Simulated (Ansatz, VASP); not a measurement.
# Cross-check of PtSe2 between VASP and Ansatz

One calculation is typed for both programs; each brings its own data sets and cutoff. How far apart do they land?

Program: Ansatz 0.2.0. Level of theory: plane waves, with VASP 6.6.1 beside it; zone-centre phonons at PBEsol. Results are calculated unless marked as measured.

The database entry behind the starting cell is an old determination (1929), so it need not match the best structure at ambient conditions.

## 1. The structure

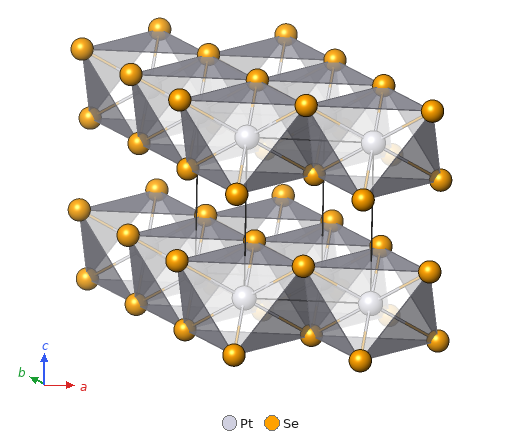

Start, viewed slightly off an axis; platinum light grey, selenium orange. 1×2×1 cells are drawn. Some periodic images of atoms are drawn too.

As a file:

```cif
data_structure
_symmetry_space_group_name_H-M 'P-3m1'
_symmetry_Int_Tables_number 164
_cell_length_a 3.7616
_cell_length_b 3.7616
_cell_length_c 4.8528
_cell_angle_alpha 90.000
_cell_angle_beta 90.000
_cell_angle_gamma 120.000
_cell_volume 59.47
loop_
_atom_site_label
_atom_site_type_symbol
_atom_site_symmetry_multiplicity
_atom_site_Wyckoff_symbol
_atom_site_fract_x
_atom_site_fract_y
_atom_site_fract_z
_atom_site_occupancy
Pt1 Pt 1 a 0.00000 0.00000 0.00000 1
Se1 Se 2 d 0.66667 0.33333 0.73862 1
```

## 2. VASP: zone-centre phonons, PBEsol

Second derivatives magnify differences that forces hide, and they need a tight electronic threshold.

Lines of VASP's logs that name or quote its potential files are left out, and so is its time.

The input, INCAR:

```
SYSTEM = PtSe2
PREC = Accurate
ENCUT = 450
EDIFF = 1E-08
NELM = 100
ISMEAR = 1
SIGMA = 0.15
LREAL = .FALSE.
ALGO = Normal
GGA = PS
NBANDS = 17
LORBIT = 11
LWAVE = .FALSE.
LCHARG = .FALSE.
KPAR = 2
IBRION = 8
ISIF = 2
```

The input, POSCAR:

```
PtSe2
1.0
    3.7616391725      0.0000000000      0.0000000000
   -1.8808195862      3.2576750832      0.0000000000
    0.0000000000      0.0000000000      4.8527788049
Pt Se
1 2
Direct
    0.0000000000      0.0000000000      0.0000000000
    0.6666666667      0.3333333333      0.7386217261
    0.3333333333      0.6666666667      0.2613782739
```

The input, KPOINTS:

```
Automatic mesh
0
Gamma
12 12 8
0 0 0
```

Potentials, in the order of the species: Pt and Se (PBE family, release 64).

Launch:

```console
> mpirun -np 2 vasp_std
```

Numbers of over 12 decimals in the logs are rounded to 6 here.

Output:

```text
[banner, memory and clock lines left out]
running    2 mpi-ranks, on    1 nodes
 distrk:  each k-point on    1 cores,    2 groups
 distr:  one band on    1 cores,    1 groups

 POSCAR found type information on POSCAR PtSe
 POSCAR found :  2 types and       3 ions
|                                                                             |
|               ----> ADVICE to this user running VASP <----                  |
|                                                                             |
|     You enforced a specific xc type in the INCAR file but a different       |
|     [... a line on the potential file left out ...]
|     I HOPE YOU KNOW WHAT YOU ARE DOING!                                     |
|                                                                             |

 LDA part: xc-table for (Slater+PW92), standard interpolation
 POSCAR, INCAR and KPOINTS ok, starting setup
 FFT: planning ... GRIDC
 FFT: planning ... GRID_SOFT
 FFT: planning ... GRID
 WAVECAR not read
 entering main loop
       N       E                     dE             d eps       ncg     rms          rms(c)
DAV:   1     0.982232392432E+02    0.98223E+02   -0.93597E+03  4558   0.101E+03
DAV:   2    -0.126229859679E+02   -0.11085E+03   -0.10777E+03  5707   0.207E+02
DAV:   3    -0.167061894231E+02   -0.40832E+01   -0.40593E+01  5274   0.407E+01
DAV:   4    -0.167333789698E+02   -0.27190E-01   -0.27181E-01  5816   0.364E+00
DAV:   5    -0.167336458572E+02   -0.26689E-03   -0.26688E-03  5467   0.340E-01    0.127E+01
DAV:   6    -0.161517961955E+02    0.58185E+00   -0.48806E+00  4545   0.198E+01    0.780E+00
DAV:   7    -0.159211423929E+02    0.23065E+00   -0.92263E-01  4542   0.959E+00    0.381E+00
DAV:   8    -0.158975906408E+02    0.23552E-01   -0.63969E-02  4821   0.171E+00    0.834E-01
DAV:   9    -0.158944793237E+02    0.31113E-02   -0.75904E-03  5153   0.834E-01    0.206E-01
DAV:  10    -0.158944851015E+02   -0.57778E-05   -0.11924E-03  5074   0.212E-01    0.341E-02
DAV:  11    -0.158944846701E+02    0.43148E-06   -0.41105E-05  5712   0.514E-02    0.237E-02
DAV:  12    -0.158944841702E+02    0.49988E-06   -0.35719E-06  5002   0.133E-02    0.375E-03
DAV:  13    -0.158944841350E+02    0.35140E-07   -0.44223E-07  5946   0.451E-03    0.135E-03
DAV:  14    -0.158944841367E+02   -0.16862E-08   -0.35731E-08  5049   0.148E-03
   1 F= -.15894484E+02 E0= -.15894445E+02  d E =-.117515E-03
 Linear response reoptimize wavefunctions to high precision
DAV:   1    -0.158944841321E+02    0.46689E-08   -0.44470E-09  5082   0.464E-04
DAV:   2    -0.158944841321E+02   -0.25466E-10   -0.61895E-11  2479   0.519E-05
 Linear response DOF=           4
 Linear response progress:
  Degree of freedom:   1/  4
       N       E                     dE             d eps       ncg     rms          rms(c)
RMM:   1    -0.256505894244E+00   -0.25651E+00   -0.26130E-01 18456   0.328E+00
RMM:   2    -0.248829862831E+00    0.76760E-02   -0.73049E-03 16345   0.511E-01    0.195E-01
RMM:   3    -0.248638743773E+00    0.19112E-03   -0.41795E-04 17814   0.121E-01    0.116E-01
RMM:   4    -0.249102420367E+00   -0.46368E-03   -0.52947E-04 18493   0.123E-01    0.221E-02
RMM:   5    -0.249168582288E+00   -0.66162E-04   -0.36068E-05 18085   0.363E-02    0.942E-03
RMM:   6    -0.249214515045E+00   -0.45933E-04   -0.73195E-07 18919   0.590E-03    0.152E-03
RMM:   7    -0.249202951548E+00    0.11563E-04   -0.72347E-08 19083   0.173E-03    0.105E-03
RMM:   8    -0.249189707758E+00    0.13244E-04   -0.31613E-07 19121   0.747E-04    0.353E-04
RMM:   9    -0.249185947359E+00    0.37604E-05   -0.17883E-07 18674   0.951E-04    0.163E-04
RMM:  10    -0.249186415860E+00   -0.46850E-06   -0.23813E-07 18547   0.402E-04    0.280E-05
RMM:  11    -0.249186642648E+00   -0.22679E-06   -0.59951E-08 19715   0.159E-04    0.144E-05
RMM:  12    -0.249186697903E+00   -0.55255E-07   -0.38182E-08 19708   0.129E-04    0.183E-06
RMM:  13    -0.249186717781E+00   -0.19878E-07   -0.46117E-08 20018   0.109E-04    0.218E-06
RMM:  14    -0.249186693508E+00    0.24272E-07   -0.30863E-08 18170   0.101E-04    0.124E-06
RMM:  15    -0.249186690002E+00    0.35058E-08   -0.33254E-08 18134   0.101E-04    0.132E-07
 first order change of Fermi-energy   0.51962E-03
 force on displaced ion       1 direction 1 : -14.635   0.000   0.000
 Linear response progress:
  Degree of freedom:   2/  4
       N       E                     dE             d eps       ncg     rms          rms(c)
RMM:   1    -0.270823828326E+00   -0.27082E+00   -0.26789E-01  7684   0.330E+00
RMM:   2    -0.262359860027E+00    0.84640E-02   -0.72260E-03  6690   0.536E-01    0.206E-01
RMM:   3    -0.261996894234E+00    0.36297E-03   -0.73239E-04  7271   0.148E-01    0.118E-01
RMM:   4    -0.262256490837E+00   -0.25960E-03   -0.45770E-04  7492   0.112E-01    0.371E-02
RMM:   5    -0.262414283627E+00   -0.15779E-03   -0.10215E-05  7597   0.214E-02    0.150E-02
RMM:   6    -0.262477557923E+00   -0.63274E-04   -0.41478E-06  7079   0.112E-02    0.227E-03
RMM:   7    -0.262455324036E+00    0.22234E-04   -0.13999E-07  7721   0.228E-03    0.713E-04
RMM:   8    -0.262445942428E+00    0.93816E-05   -0.98236E-08  7735   0.647E-04    0.120E-04
RMM:   9    -0.262445702316E+00    0.24011E-06   -0.34557E-08  7868   0.247E-04    0.629E-05
RMM:  10    -0.262446024107E+00   -0.32179E-06   -0.50367E-08  7945   0.181E-04    0.202E-05
RMM:  11    -0.262445857263E+00    0.16684E-06   -0.48277E-08  8126   0.135E-04    0.715E-06
RMM:  12    -0.262445950518E+00   -0.93255E-07   -0.55832E-08  8210   0.123E-04    0.132E-06
RMM:  13    -0.262445955412E+00   -0.48941E-08   -0.63274E-08  7751   0.118E-04    0.608E-07
 first order change of Fermi-energy  -0.33536E-03
 force on displaced ion       1 direction 3 :   0.000  -0.000 -15.164
 Linear response progress:
  Degree of freedom:   3/  4
       N       E                     dE             d eps       ncg     rms          rms(c)
RMM:   1    -0.775335554893E-01   -0.77534E-01    0.60168E-02 47651   0.151E+00
RMM:   2    -0.763213201666E-01    0.12122E-02   -0.15695E-03 30823   0.236E-01    0.104E-01
RMM:   3    -0.761953078775E-01    0.12601E-03   -0.45983E-05 33493   0.392E-02    0.594E-02
RMM:   4    -0.761416431007E-01    0.53665E-04   -0.26103E-05 34305   0.313E-02    0.667E-03
RMM:   5    -0.761467447028E-01   -0.51016E-05   -0.96010E-07 34468   0.533E-03    0.134E-03
RMM:   6    -0.761464694649E-01    0.27524E-06   -0.13930E-07 34850   0.154E-03    0.369E-04
RMM:   7    -0.761450945355E-01    0.13749E-05    0.23066E-08 35137   0.513E-04    0.878E-05
RMM:   8    -0.761448979507E-01    0.19658E-06    0.45815E-09 35702   0.156E-04    0.456E-05
RMM:   9    -0.761448124082E-01    0.85542E-07   -0.43771E-08 35539   0.105E-04    0.215E-05
RMM:  10    -0.761447516659E-01    0.60742E-07   -0.34212E-08 35921   0.923E-05    0.332E-06
RMM:  11    -0.761447656551E-01   -0.13989E-07   -0.37719E-08 36341   0.786E-05    0.995E-07
RMM:  12    -0.761447676019E-01   -0.19468E-08   -0.12007E-08 28794   0.756E-05    0.463E-07
 first order change of Fermi-energy  -0.13462E-05
 force on displaced ion       2 direction 1 :  -7.515  -0.001  -0.000
 Linear response progress:
  Degree of freedom:   4/  4
       N       E                     dE             d eps       ncg     rms          rms(c)
RMM:   1    -0.915201905021E-01   -0.91520E-01    0.54431E-02 10342   0.149E+00
RMM:   2    -0.894582939342E-01    0.20619E-02   -0.17799E-03  7024   0.251E-01    0.153E-01
RMM:   3    -0.892487545626E-01    0.20954E-03   -0.16679E-04  7589   0.644E-02    0.101E-01
RMM:   4    -0.891445942252E-01    0.10416E-03   -0.53291E-05  7524   0.451E-02    0.506E-02
RMM:   5    -0.891029811364E-01    0.41613E-04   -0.17629E-05  7604   0.239E-02    0.897E-03
RMM:   6    -0.891108815841E-01   -0.79004E-05   -0.10825E-06  7673   0.350E-03    0.315E-03
RMM:   7    -0.891163291844E-01   -0.54476E-05   -0.14962E-07  7610   0.243E-03    0.781E-04
RMM:   8    -0.891145338624E-01    0.17953E-05    0.59214E-08  7803   0.591E-04    0.163E-04
RMM:   9    -0.891141984677E-01    0.33539E-06    0.15230E-09  7847   0.169E-04    0.536E-05
RMM:  10    -0.891141567481E-01    0.41720E-07   -0.19281E-08  7929   0.124E-04    0.110E-05
RMM:  11    -0.891141810659E-01   -0.24318E-07   -0.54730E-08  8117   0.880E-05    0.330E-06
RMM:  12    -0.891141778203E-01    0.32457E-08   -0.24908E-08  7522   0.808E-05    0.722E-07
 first order change of Fermi-energy   0.98576E+00
 force on displaced ion       2 direction 3 :  -0.000   0.000  -9.670
 Linear response finished
```

OUTCAR, selected parts (step 2):

```text
ion  position               nearest neighbor table
   1  0.000  0.000  0.000-   2 2.52   3 2.52   3 2.52   2 2.52   2 2.52   3 2.52
   2  0.667  0.333  0.739-   1 2.52   1 2.52   1 2.52
   3  0.333  0.667  0.261-   1 2.52   1 2.52   1 2.52

  LATTYP: Found a hexagonal cell.
 ALAT       =     3.7616391725
 C/A-ratio  =     1.2900702546

 Subroutine GETGRP returns: Found 12 space group operations
 (whereof 12 operations were pure point group operations)

The static configuration has the point symmetry D_3d.

 Found    131 irreducible k-points:

   k-points           NKPTS =    131   k-points in BZ     NKDIM =    131   number of bands    NBANDS=     17

   dimension x,y,z NGX =    28 NGY =   28 NGZ =   36
   dimension x,y,z NGXF=    56 NGYF=   56 NGZF=   72

   ENCUT  =  450.0 eV  33.07 Ry    5.75 a.u.   6.51  6.51  8.39*2*pi/ulx,y,z

   NELECT =      22.0000    total number of electrons

 k-points in reciprocal lattice and weights: Automatic mesh
   0.00000000  0.00000000  0.00000000       0.001
   0.08333333  0.00000000  0.00000000       0.005
   0.16666667  0.00000000  0.00000000       0.005
   0.25000000  0.00000000  0.00000000       0.005
   0.33333333  0.00000000  0.00000000       0.005
   0.41666667 -0.00000000  0.00000000       0.005
   0.50000000  0.00000000  0.00000000       0.003
   0.08333333  0.08333333  0.00000000       0.005
   0.16666667  0.08333333  0.00000000       0.010
[...]
0.33333333  0.25000000  0.50000000       0.010
   0.33333333  0.33333333  0.50000000       0.002

 average (electrostatic) potential at core
       1 -68.2302       2 -52.5080       3 -52.5080

  Total        0.0054269      0.0054269      0.0037858      0.0000000      0.0000000     -0.0000000
  in kB        0.1462141      0.1462141      0.1019971      0.0000000      0.0000000     -0.0000000
  external PRESSURE =       0.1314751 kB  Pullay stress =       0.0000000 kB

  energy-cutoff  :      450.00
  volume of cell :       59.47
      direct lattice vectors                 reciprocal lattice vectors
     3.761639172  0.000000000  0.000000000     0.265841553  0.153483692  0.000000000
    -1.880819586  3.257675083  0.000000000     0.000000000  0.306967385  0.000000000
     0.000000000  0.000000000  4.852778805     0.000000000  0.000000000  0.206067501

 POSITION                                       TOTAL-FORCE (eV/Angst)
 -----------------------------------------------------------------------------------
      0.00000      0.00000      0.00000         0.000000      0.000000     -0.000000
      1.88082      1.08589      3.58437        -0.000000      0.000000      0.001568
     -0.00000      2.17178      1.26841        -0.000000     -0.000000     -0.001568
 -----------------------------------------------------------------------------------
    total drift:                               -0.000000      0.000000      0.000000

 Eigenvectors and eigenvalues of the dynamical matrix
 ----------------------------------------------------

   1 f  =    6.516142 THz    40.942130 2PiTHz  217.355116 cm-1    26.948588 meV
             X         Y         Z           dx          dy          dz
      0.000000  0.000000  0.000000    -0.000000   -0.000000   -0.668898
      1.880820  1.085892  3.584368     0.000000    0.000000    0.525631
     -0.000000  2.171783  1.268411     0.000000    0.000000    0.525631

   2 f  =    6.400179 THz    40.213509 2PiTHz  213.486985 cm-1    26.469001 meV
             X         Y         Z           dx          dy          dz
      0.000000  0.000000  0.000000    -0.624743   -0.239363    0.000000
      1.880820  1.085892  3.584368     0.490760    0.188029   -0.000000
     -0.000000  2.171783  1.268411     0.490760    0.188029   -0.000000

   3 f  =    6.400179 THz    40.213509 2PiTHz  213.486985 cm-1    26.469001 meV
             X         Y         Z           dx          dy          dz
      0.000000  0.000000  0.000000     0.239363   -0.624743   -0.000000
      1.880820  1.085892  3.584368    -0.188029    0.490760    0.000000
     -0.000000  2.171783  1.268411    -0.188029    0.490760    0.000000

   4 f  =    6.033356 THz    37.908694 2PiTHz  201.251095 cm-1    24.951944 meV
             X         Y         Z           dx          dy          dz
      0.000000  0.000000  0.000000     0.000000    0.000000   -0.000000
      1.880820  1.085892  3.584368    -0.000000   -0.000000    0.707107
     -0.000000  2.171783  1.268411    -0.000000    0.000000   -0.707107

   5 f  =    4.888393 THz    30.714677 2PiTHz  163.059229 cm-1    20.216759 meV
             X         Y         Z           dx          dy          dz
      0.000000  0.000000  0.000000     0.000000   -0.000000    0.000000
      1.880820  1.085892  3.584368    -0.660303   -0.252983   -0.000000
     -0.000000  2.171783  1.268411     0.660303    0.252983    0.000000

   6 f  =    4.888393 THz    30.714677 2PiTHz  163.059229 cm-1    20.216759 meV
             X         Y         Z           dx          dy          dz
      0.000000  0.000000  0.000000    -0.000000   -0.000000   -0.000000
      1.880820  1.085892  3.584368     0.252983   -0.660303    0.000000
     -0.000000  2.171783  1.268411    -0.252983    0.660303   -0.000000

   7 f/i=    0.000384 THz     0.002415 2PiTHz    0.012821 cm-1     0.001590 meV
             X         Y         Z           dx          dy          dz
      0.000000  0.000000  0.000000     0.000000    0.000000    0.743354
      1.880820  1.085892  3.584368     0.000000    0.000000    0.472982
     -0.000000  2.171783  1.268411     0.000000    0.000000    0.472982

   8 f/i=    0.001505 THz     0.009454 2PiTHz    0.050187 cm-1     0.006222 meV
             X         Y         Z           dx          dy          dz
      0.000000  0.000000  0.000000    -0.742949   -0.020689    0.000000
      1.880820  1.085892  3.584368    -0.472891   -0.013169    0.000000
     -0.000000  2.171783  1.268411    -0.472891   -0.013169    0.000000

   9 f/i=    0.001505 THz     0.009454 2PiTHz    0.050187 cm-1     0.006222 meV
             X         Y         Z           dx          dy          dz
      0.000000  0.000000  0.000000    -0.020689    0.742949    0.000000
      1.880820  1.085892  3.584368    -0.013169    0.472891    0.000000
     -0.000000  2.171783  1.268411    -0.013169    0.472891    0.000000

 ELASTIC MODULI CONTR FROM IONIC RELAXATION (kBar)
 Direction    XX          YY          ZZ          XY          YZ          ZX
 --------------------------------------------------------------------------------
 XX        -589.3037   -369.9166   -566.1348     -0.0000    236.4529      0.0000
 YY        -369.9166   -589.3037   -566.1348     -0.0000   -236.4529     -0.0000
 ZZ        -566.1348   -566.1348   -668.2689     -0.0000      0.0000      0.0000
 XY          -0.0000     -0.0000     -0.0000   -109.6936     -0.0000    217.5372
 YZ         236.4529   -236.4529      0.0000     -0.0000   -509.6924     -0.0000
 ZX           0.0000     -0.0000      0.0000    217.5372     -0.0000   -431.4059
 --------------------------------------------------------------------------------
```

(Continued in part 2 of 2.)

[Lines on the potential files, build, host, timing and source positions are cut from VASP's logs without a mark.]

[Logs are printed without paths, hosts, clocks, repeated set-up lines and the standing remarks that a program may print on its own settings, such as how far it seeks lower states.]

[Hosts, paths, dates, database ids (printed as entryN), source tags and the programs' standing remarks are cut or masked in the printed files.]
